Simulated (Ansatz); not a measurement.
# C₂H₆SSi: how energies converge with the basis set

How large a basis does C₂H₆SSi need? Two functionals are run in growing sets.

The runs use Ansatz 0.2.0, Gaussian basis; one geometry, several basis sets.

Levels to be run: PBE0-D4/def2-SVP; ωB97M-V/def2-SVP; PBE0-D4/def2-QZVPP; ωB97M-V/def2-QZVPP; the functionals' def2-TZVPP values are taken from earlier runs.

## (1) The geometry

An earlier PBE0-D4 in a triple-zeta def2 set relaxation fixed the geometry.

SMILES `SC1C[SiH2]1`, 10 atoms, charge 0, spin multiplicity 1.

Atoms are counted from 1 here; the program's logs count them from 0.

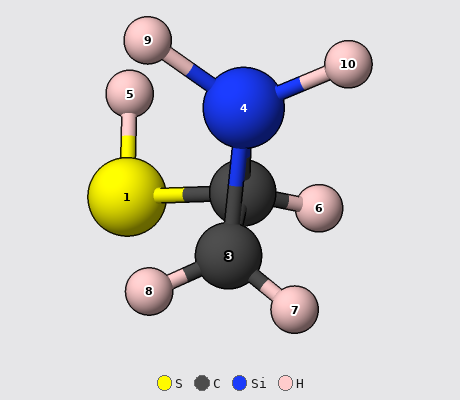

The structure; sulfur yellow, carbon dark grey, silicon blue, hydrogen pink; atoms are numbered from 1 in the order of the file.

## (2) PBE0-D4 in def2-SVP

File in.yaml:

```yaml
crystal:
  periodic: [false, false, false]
  atoms:
    - {symbol: S, position_ang: [-1.675721, 0.435790, -1.210555]}
    - {symbol: C, position_ang: [-0.074981, 0.586433, -0.434850]}
    - {symbol: C, position_ang: [0.810581, -0.674647, -0.555589]}
    - {symbol: Si, position_ang: [0.300200, -0.267541, 1.169301]}
    - {symbol: H, position_ang: [-2.408908, 1.075953, -0.285566]}
    - {symbol: H, position_ang: [0.439894, 1.515403, -0.662450]}
    - {symbol: H, position_ang: [1.833387, -0.503171, -0.874532]}
    - {symbol: H, position_ang: [0.348660, -1.526571, -1.044045]}
    - {symbol: H, position_ang: [-0.776565, -1.039388, 1.818385]}
    - {symbol: H, position_ang: [1.286552, 0.346641, 2.082903]}
basis:
  gaussian: {orbitals: def2-SVP}
hamiltonian: {xc: pbe0, dispersion: d4}
output: {orbitals: {seedname: orbitals}}
```

On the command line:

```console
ansatz run in.yaml --threads 2 --pin off --events-out ev --progress --plain --max-ram 4352MiB
```

After this run come: ωB97M-V in def2-SVP; PBE0-D4 in def2-QZVPP; ωB97M-V in def2-QZVPP.

Before running them: what should the planned runs give, taken together? Wanted: PBE0-D4: double and triple zeta above quadruple; ωB97M-V: double and triple zeta above quadruple.

As calculated:

| quantity | value |
| --- | --- |
| PBE0-D4: double and triple zeta above quadruple | 9.66, 0.73 eV |
| ωB97M-V: double and triple zeta above quadruple | 9.74, 0.69 eV |

For PBE0-D4 the step from double to triple zeta gains 8.93 eV and the next only 0.73 eV. Total energies overstate the basis error of differences, where much of it tends to cancel. The LUMO of ωB97M-V is positive and keeps falling with the basis (2.19 to 1.19 eV): an unbound level that the basis holds in place.
